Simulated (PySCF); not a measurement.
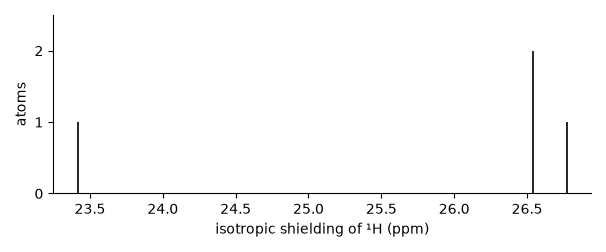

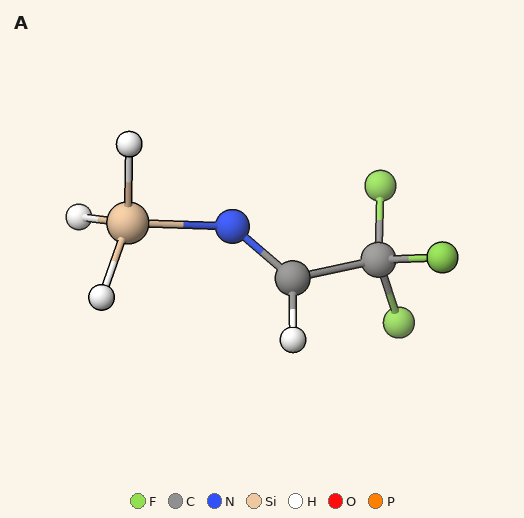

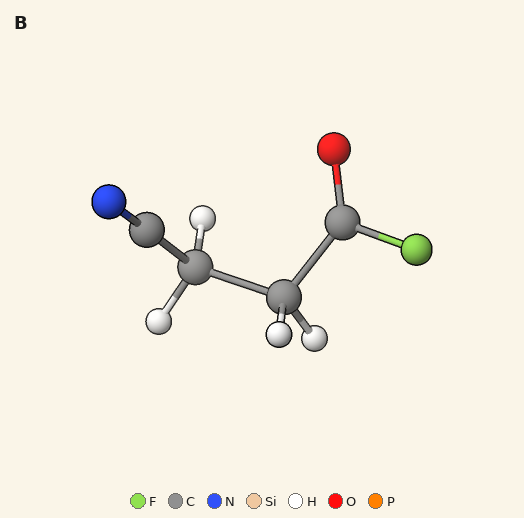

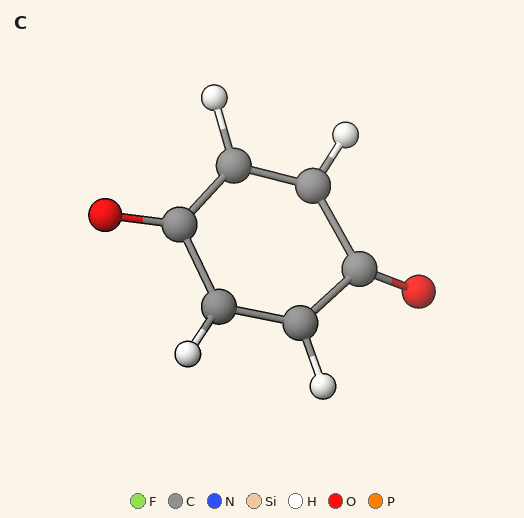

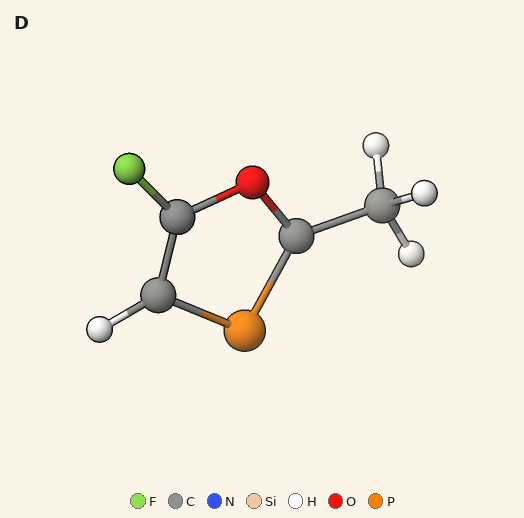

The sticks are computed shieldings of one of the molecules, for one fixed geometry (GFN2-xTB) without averaging over rotations. Low shielding means a high chemical shift. Method: GIAO PBE0/pcSseg-1 NMR shielding, non-relativistic, gas phase (PySCF 2.14.0).

Question: Which molecule gives this pattern?

Answer: A, `FC(F)(F)/C=N/[SiH3]`. Its 4 H atoms give lines at 23.42, 26.54 (2 atoms), 26.77 ppm.

The geometry is semi-empirical. Around P, Si such bond lengths and angles can be off by a tenth of an ångström or more and by several degrees, and values that hang on the shape move with them.
